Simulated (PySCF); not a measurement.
**CH₃NS: excited-state calculation**

CH₃NS (thioformamide), SMILES NC=S, computed with TDDFT PBE0/6-31+G*, vertical, gas phase, core orbitals frozen in the response (PySCF 2.14.0).

The geometry comes from this level: PBE0-D3(BJ)/def2-SVP.

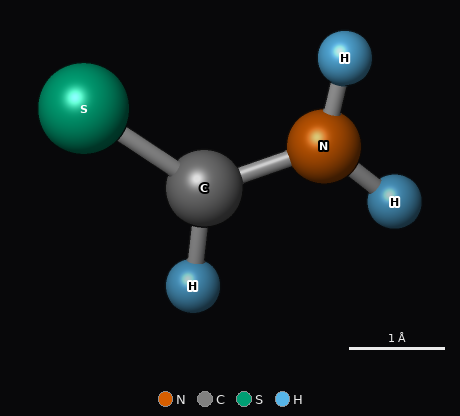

Fig. 1: The input geometry (ball-and-stick view, seen at a tilt).

## Input file
```
{"job": {"kind": "uv", "xc": "PBE0", "basis": "6-31+G*"}, "charge": 0, "multiplicity": 1}
N     -0.706858    -0.144951     0.047377
C      0.583269     0.188676    -0.079369
S      1.849683    -0.845486    -0.054135
H     -0.950239    -1.119661     0.184150
H     -1.441147     0.550780     0.042093
H      0.728411     1.274623    -0.209385
```

The first line tells a small driver script what to run in PySCF; the rest is the geometry in Å.

Launched with:
```bash
OMP_NUM_THREADS=1 python <driver script> task.json out
```

## Output
```
coarse grid: 5632 points
cycle   1  E = -492.5749685871  dE =  3.568e-01  |g| = 3.273e-01  |ddm| = 2.418e+00
cycle   2  E = -492.4779795890  dE =  9.699e-02  |g| = 6.444e-01  |ddm| = 2.753e+00
cycle   3  E = -492.6167976633  dE = -1.388e-01  |g| = 1.009e-01  |ddm| = 1.772e+00
cycle   4  E = -492.6191319429  dE = -2.334e-03  |g| = 2.590e-02  |ddm| = 1.358e-01
cycle   5  E = -492.6192638793  dE = -1.319e-04  |g| = 1.081e-02  |ddm| = 4.732e-02
cycle   6  E = -492.6192932504  dE = -2.937e-05  |g| = 1.499e-03  |ddm| = 1.533e-02
cycle   7  E = -492.6192938262  dE = -5.758e-07  |g| = 3.350e-04  |ddm| = 2.692e-03
final grid: 50064 points
cycle   8  E = -492.5815336887  dE =  2.693e-06  |g| = 9.354e-03  |ddm| = 2.183e-02
cycle   9  E = -492.5814585806  dE =  7.511e-05  |g| = 1.859e-02  |ddm| = 3.670e-02
cycle  10  E = -492.5815580692  dE = -9.949e-05  |g| = 4.415e-04  |ddm| = 2.897e-02
cycle  11  E = -492.5815581398  dE = -7.058e-08  |g| = 1.653e-04  |ddm| = 1.618e-03
cycle  12  E = -492.5815581462  dE = -6.410e-09  |g| = 7.840e-05  |ddm| = 2.763e-04
cycle  13  E = -492.5815581475  dE = -1.359e-09  |g| = 1.264e-05  |ddm| = 1.386e-04
cycle  14  E = -492.5815581476  dE = -3.854e-11  |g| = 3.922e-06  |ddm| = 2.683e-05
```

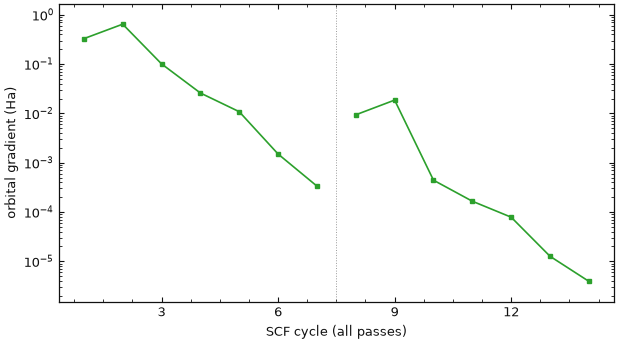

Fig. 2: Convergence of the self-consistent field: orbital gradient against the SCF cycle. The dotted line marks the change from a coarse to the final integration grid. The first 7 cycles use a coarse grid, the final grid takes over at cycle 8, and the field converges after 14 cycles in all.

```
converged SCF energy = -492.5815581476

Static polarisability (au): isotropic 41.037, principal 24.882 35.033 63.195

Singlet excitations
state   eV       nm        f      main configurations
  1   3.4733    357.0   0.00005   H->L 1.00
  2   5.0602    245.0   0.00510   H->L+1 0.70, H-1->L 0.29
  3   5.7024    217.4   0.33492   H-1->L 0.55, H->L+1 0.24, H->L+2 0.09
  4   5.7082    217.2   0.02848   H-1->L+1 0.92
  5   6.1485    201.6   0.05871   H->L+2 0.90
  6   6.6655    186.0   0.10358   H->L+3 0.91
  7   6.6905    185.3   0.00223   H-1->L+2 0.99
  8   6.8266    181.6   0.04462   H->L+4 0.92
  9   7.0675    175.4   0.00453   H->L+5 0.99
 10   7.3329    169.1   0.06592   H-1->L+3 0.69, H-1->L+4 0.28

Triplet excitations (Tamm-Dancoff, eV): 3.1048 3.3018 5.0121 5.5649
```

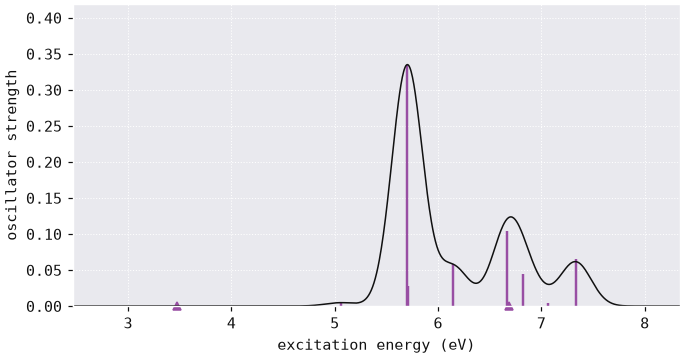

Fig. 3: Computed excitations as sticks (degenerate states added up, dark ones marked on the axis), with a Gaussian envelope of 0.35 eV full width at half maximum, scaled to the tallest. Of the 10 states the lowest lies at 3.47 eV (f = 0.000); the strongest line is at 5.70 eV, or 217 nm (f = 0.335).

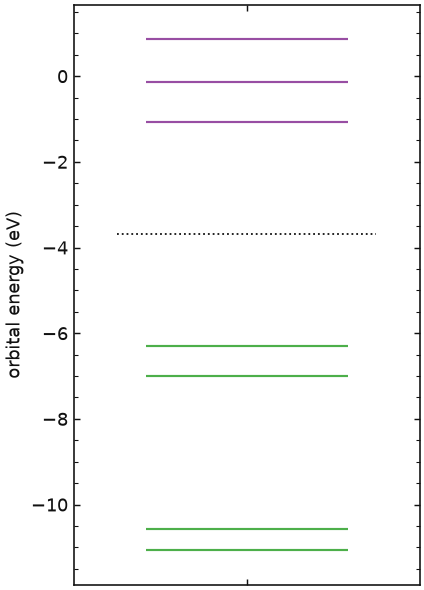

Fig. 4: Orbital energies near the frontier; the dotted line parts filled from empty levels, and levels within 0.02 eV of each other stand side by side. Highest filled −6.30 eV, lowest empty −1.07 eV, 5.23 eV apart.

## Summary

- outcome: converged
- total energy: −492.581558 hartree
- HOMO: −6.30 eV
- LUMO: −1.07 eV
- dipole moment: 4.61 D
- mean polarisability: 41.04 a.u.
- lowest singlet excitation: 3.47 eV
- hardware: 1 CPU thread, shared host
- wall time: 2.7 s
- peak memory: 0.37 GiB
